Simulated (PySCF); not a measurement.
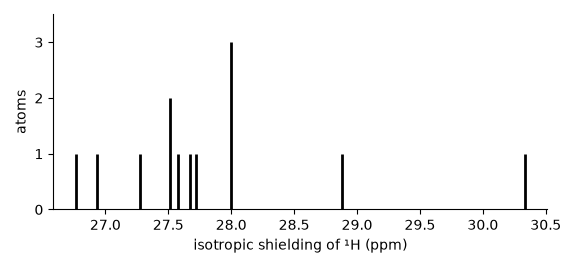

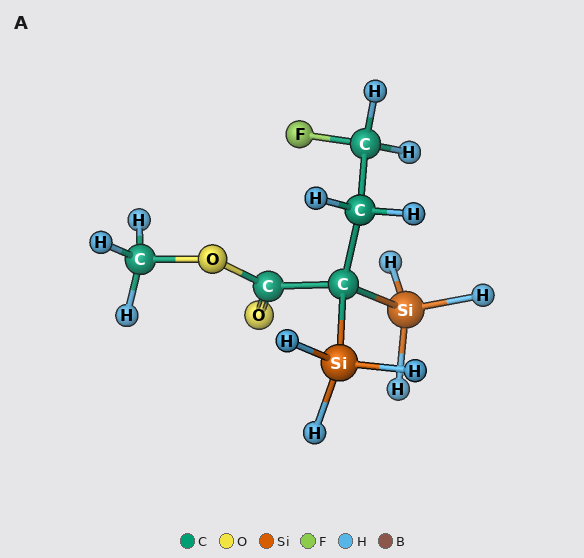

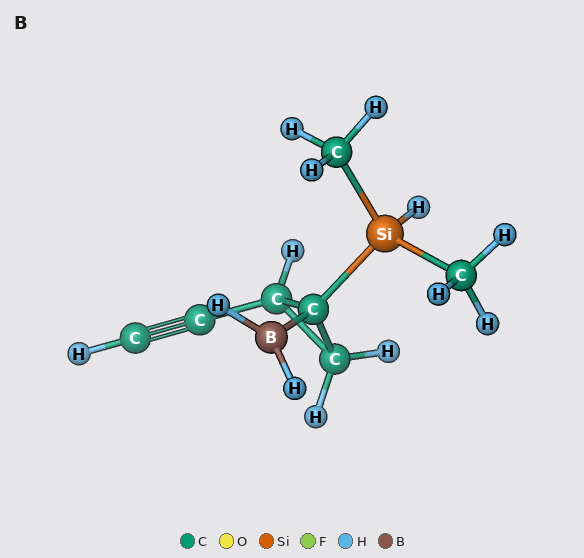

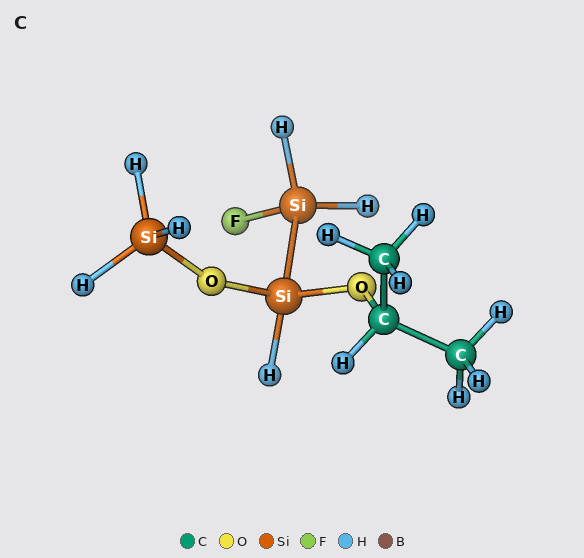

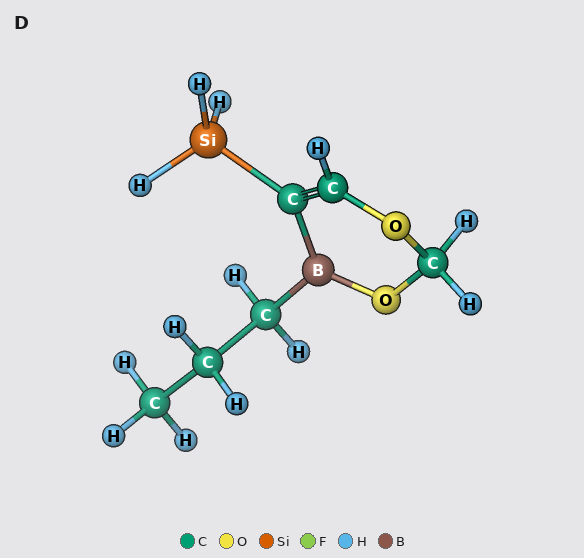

The sticks are computed shieldings of one of the molecules, for one fixed geometry (GFN2-xTB) without averaging over rotations. Low shielding means a high chemical shift. Method: GIAO PBE0/pcSseg-1 NMR shielding, non-relativistic, gas phase (PySCF 2.14.0).

Which molecule gives this pattern?

A, `COC(=O)C([SiH3])([SiH3])CCF`. Its 13 H atoms give lines at 26.76, 26.93, 27.28, 27.51 (2 atoms), 27.58, 27.67, 27.72, 28.00 (3 atoms), 28.88, 30.33 ppm.

The geometry is semi-empirical. Around B, Si such bond lengths and angles can be off by a tenth of an ångström or more and by several degrees, and values that hang on the shape move with them.
